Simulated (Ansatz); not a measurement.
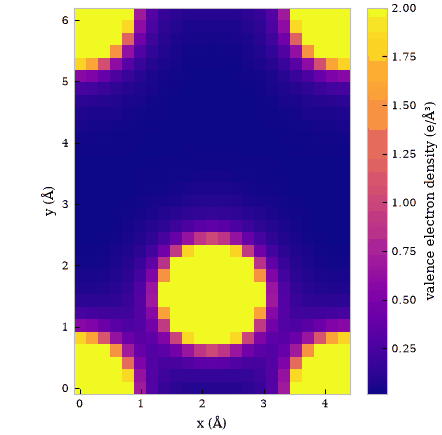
Figure: Valence electron density (e/Å³), cut off at 2 on a lattice plane, plane-wave PAW r²SCAN (Ansatz code)

### Question
Which compound is it?
A) Ag, diamond
B) Os, diamond
C) Zn, diamond
D) Pd, diamond

### Answer
A, Ag, diamond. Atoms in the plane, in fractions of its two edges: Ag at (0.00, 0.00), Ag at (0.50, 0.25).

The density is the valence pseudo-density with augmentation charge, so density and ELF within about 1 Å of a nucleus are not all-electron values.

Space group Fd-3m (diamond). The start of the workflow was typed in or built on a structure type; neither database checked (COD, Materials Project) lists it. It is not the phase usual at ambient conditions (space group No. 225). Symmetry was held in the r²SCAN relaxation. At this level the phase is mechanically unstable. The run is not spin-polarised.

Potentials: the earlier of the program's two PAW sets.
